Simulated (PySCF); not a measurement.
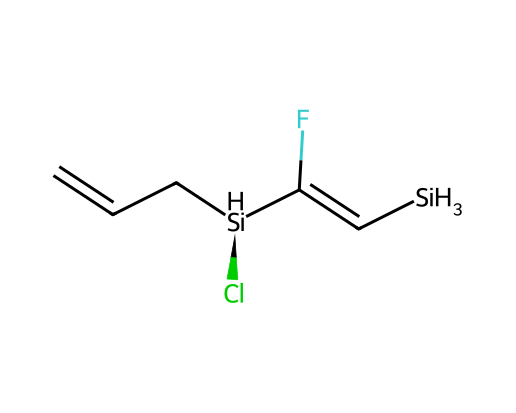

The computed structure is the end point of a GFN2-xTB optimisation. No frequency run is at hand to confirm it as a minimum. Level of theory: PBE0/pcSseg-1, gas phase (PySCF 2.14.0).

Computed properties:

The species is C₅H₁₀ClFSi₂ (`C=CC[Si@H](Cl)/C(F)=C/[SiH3]`).
- dipole moment: 0.60 D
- HOMO energy (Kohn–Sham orbital): −7.41 eV
- LUMO energy (Kohn–Sham orbital): −0.84 eV
- HOMO–LUMO gap: 6.57 eV

The geometry is semi-empirical. Around Si such bond lengths and angles can be off by a tenth of an ångström or more and by several degrees, and values that hang on the shape move with them.
